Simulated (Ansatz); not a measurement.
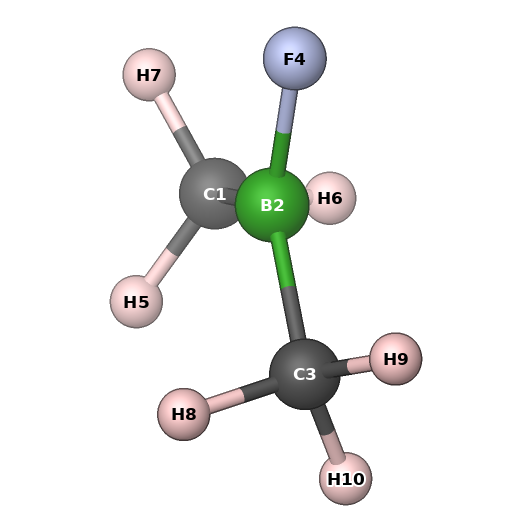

C1 lies behind B2. The molecule seen a little off the B2–C1 bond, B2 in front. Distant atoms are faded towards the background colour. Computed geometry: PBE0-D4/def2-TZVP optimisation. No frequency run is at hand to confirm it as a minimum.

Q: What is the torsion angle F4–B2–C1–H5? The sign is positive where the front bond must turn clockwise to cover the back bond.

A: −149°, anticlinal.
